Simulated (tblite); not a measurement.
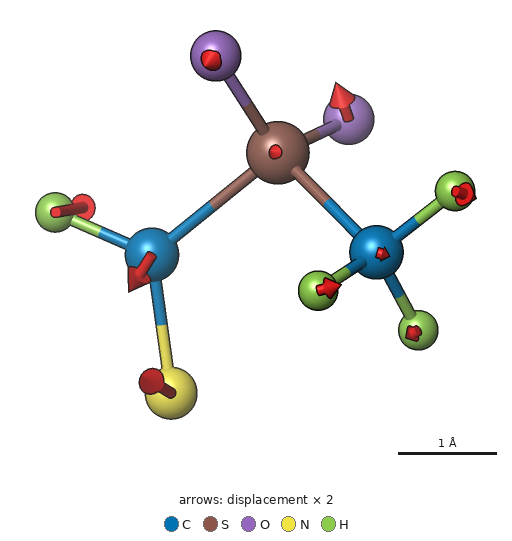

This is a relaxation of C2H4NO2S (multiplicity 2). The starting structure is drawn; red arrows show the displacements, magnified 2 times. The two geometries are superimposed by the best rigid fit.

The picture is a ball-and-stick view, seen at a tilt.

The calculation used GFN2-xTB geometry optimisation, gas phase in tblite. 

> What did the optimiser do to the structure, and how much energy did it gain?

The largest move after the best rigid fit is that of an H atom, 0.49 Å. By element the largest moves are H 0.49 Å, N 0.40 Å, C 0.25 Å, O 0.24 Å, S 0.07 Å. Among the contacts that change: C–N 1.456 → 1.180 Å, C–S 1.752 → 1.993 Å, C–S 1.766 → 1.823 Å, C–H 1.099 → 1.078 Å. Among the angles between lasting bonds that change: N–C–H 119.2° → 142.1°, S–C–H 118.6° → 102.2°, S–C–N 122.2° → 115.7°. Groups turn about C–S by about 30°. The energy falls by 45.2 kcal/mol in 49 geometry steps. Cost: 0.2 s on 1 thread of INTEL(R) XEON(R) PLATINUM 8581C CPU @ 2.10GHz, with other jobs on the host.
